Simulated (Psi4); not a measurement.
# BCl2F (SMILES FB(Cl)Cl) at HF/6-311+G(d,p) (sweep point 7)

Aim: the energy change on altering one bond length of BCl2F at HF/6-311+G** (sweep point 7), from 2 runs. 

The results are computed with Psi4 1.11.

**1. Starting point**

BCl2F: 4 atoms, total charge 0, spin state singlet. As SMILES, `FB(Cl)Cl`. The coordinates come from a GFN2-xTB relaxation.

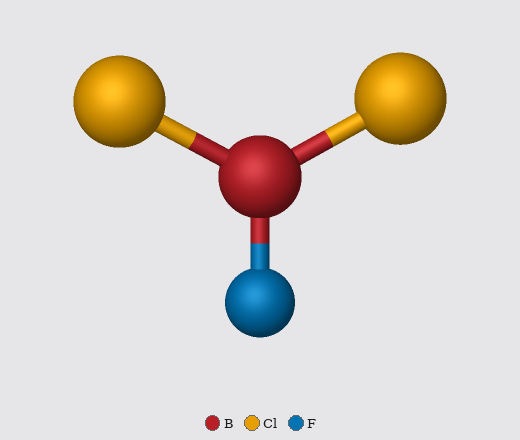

The structure, seen from a chosen angle (boron red, chlorine amber, fluorine blue).

**2. The energy at HF/6-311+G(d,p) (sweep point 7)**

Contents of calc.py:

```python
import psi4

psi4.set_memory(1600000000)
psi4.set_num_threads(1)
psi4.set_output_file('run.log', False)

mol = psi4.geometry("""
0 1
B     -0.07158283    -0.11944959    -0.00090707
Cl     3.15880950    -0.27710944     0.02598373
Cl    -1.72764431     2.65909032    -0.03210645
F     -1.35958236    -2.26253129     0.00702978
units au
symmetry c1
""")

psi4.set_options({
    'basis': '6-311+G**',
    'puream': True,
    'scf_type': 'pk',
})

E, wfn = psi4.energy("scf", molecule=mol, return_wfn=True)
print('E =', round(E, 9))
```

Command:

```bash
$ python calc.py
```

run.log:

```text
[...]
  Running in c1 symmetry.
[...]
  Nuclear repulsion =  183.247378516844009
[...]
  Multiplicity = 1
[...]
  Nalpha       = 24
  Nbeta        = 24
[...]
    Number of basis functions: 104
[...]
   @RHF iter   1: -1043.27015193246370   -3.93104e-01   3.45582e-03 DIIS/ADIIS
[...]
   @RHF iter   8: -1043.31874134922896   -3.38855e-08   3.82275e-07 DIIS
[...]
    Orbital Energies [Eh]
    ---------------------
    Doubly Occupied:
       1A   -104.862353     2A   -104.862318     3A    -26.338136
       4A    -10.591797     5A    -10.591751     6A     -8.059940
       7A     -8.059899     8A     -8.057511     9A     -8.057471
      10A     -8.057156    11A     -8.057116    12A     -7.782435
      13A     -1.654652    14A     -1.171408    15A     -1.132852
      16A     -0.815060    17A     -0.734044    18A     -0.713847
      19A     -0.671087    20A     -0.573049    21A     -0.531725
      22A     -0.517226    23A     -0.490206    24A     -0.476441
[...]
  @RHF Final Energy: -1043.31874134922896
   => Energetics <=
    Nuclear Repulsion Energy =            183.2473785168440088
    One-Electron Energy =               -1807.4132248250525663
    Two-Electron Energy =                 580.8471049589795712
    Total Energy =                      -1043.3187413492289579
[...]
 Multipole Moments:
 ------------------------------------------------------------------------------------
     Multipole            Electronic (a.u.)      Nuclear  (a.u.)        Total (a.u.)
 ------------------------------------------------------------------------------------
 L = 1.  Multiply by 2.5417464519 to convert [e a0] to [Debye]
 Dipole X            :         -0.3784174            0.4839588            0.1055414
 Dipole Y            :         -0.6309803            0.8055345            0.1745542
 Dipole Z            :          0.0003289           -0.0018725           -0.0015436
 Magnitude           :                                                    0.2039866
[...]
```

On the terminal:

```text
E = -1043.318741349
```

It took 4.2 s on 1 thread of Intel Xeon Platinum 8488C (Sapphire Rapids), shared host; peak memory 0.41 GiB.

**3. The distorted shape**

Contents of run.py:

```python
import psi4

psi4.set_memory('1600 MB')
psi4.set_num_threads(1)
psi4.set_output_file('psi4.out', False)

mol = psi4.geometry("""
B      0.25960491    -0.67511600     0.00533281
Cl     3.48999723    -0.83277585     0.03222361
Cl    -1.72764431     2.65909032    -0.03210645
F     -1.02839463    -2.81819770     0.01326966
units au
symmetry c1
""")

psi4.set_options(dict(basis='6-311+G**', puream=True, scf_type='pk'))

result = psi4.energy('scf', molecule=mol)
print(f'total energy {result:.8f} hartree = {result * 27.211386:.5f} eV')
```

Command:

```bash
$ python run.py
```

psi4.out:

```text
[...]
  Running in c1 symmetry.
[...]
  Nuclear repulsion =  170.913004375378364
[...]
  Multiplicity = 1
[...]
  Nalpha       = 24
  Nbeta        = 24
[...]
    Number of basis functions: 104
[...]
   @RHF iter   1: -1043.22478122958751   -6.72684e-01   3.72898e-03 DIIS/ADIIS
[...]
   @RHF iter   8: -1043.29021362989624   -8.65080e-08   6.69040e-07 DIIS
[...]
    Orbital Energies [Eh]
    ---------------------
    Doubly Occupied:
       1A   -104.886394     2A   -104.848119     3A    -26.365763
       4A    -10.614994     5A    -10.571349     6A     -8.083116
       7A     -8.080618     8A     -8.080232     9A     -8.039015
      10A     -8.037080    11A     -8.036901    12A     -7.827929
      13A     -1.677594    14A     -1.173535    15A     -1.082060
      16A     -0.836293    17A     -0.749646    18A     -0.733444
      19A     -0.663602    20A     -0.547179    21A     -0.532481
      22A     -0.506323    23A     -0.470748    24A     -0.466197
[...]
  @RHF Final Energy: -1043.29021362989624
   => Energetics <=
    Nuclear Repulsion Energy =            170.9130043753783639
    One-Electron Energy =               -1782.5850037270013217
    Two-Electron Energy =                 568.3817857217268283
    Total Energy =                      -1043.2902136298962432
[...]
 Multipole Moments:
 ------------------------------------------------------------------------------------
     Multipole            Electronic (a.u.)      Nuclear  (a.u.)        Total (a.u.)
 ------------------------------------------------------------------------------------
 L = 1.  Multiply by 2.5417464519 to convert [e a0] to [Debye]
 Dipole X            :          0.0897452            0.4158059            0.5055511
 Dipole Y            :         -1.2738923            0.9198814           -0.3540109
 Dipole Z            :          0.0082961           -0.0031566            0.0051395
 Magnitude           :                                                    0.6171969
[...]
```

Standard output:

```text
total energy -1043.29021363 hartree = -28389.37271 eV
```

Wall time 3.3 s (1 thread of Intel Xeon Platinum 8488C (Sapphire Rapids), shared host); peak memory 0.41 GiB.

**4. Results**

At HF/6-311+G** (sweep point 7):

```
                                                          quantity           value
                                         first shape: total energy  -1043.31874 Eh
                                        first shape: dipole moment          0.52 D
                                          first shape: HOMO energy       -12.96 eV
                                          first shape: LUMO energy         1.27 eV
                                        first shape: HOMO–LUMO gap        14.23 eV
                                     distorted shape: total energy  -1043.29021 Eh
                                    distorted shape: dipole moment          1.57 D
                                      distorted shape: HOMO energy       -12.69 eV
                                      distorted shape: LUMO energy         1.15 eV
                                    distorted shape: HOMO–LUMO gap        13.83 eV
energy change with the B1–Cl3 bond stretched from 1.712 to 2.054 Å        0.776 eV
```

In words: With the B1–Cl3 bond stretched from 1.712 to 2.054 Å the energy rises by 0.78 eV (17.9 kcal/mol). The first shape isn't relaxed at this level, so the change isn't measured from a minimum.
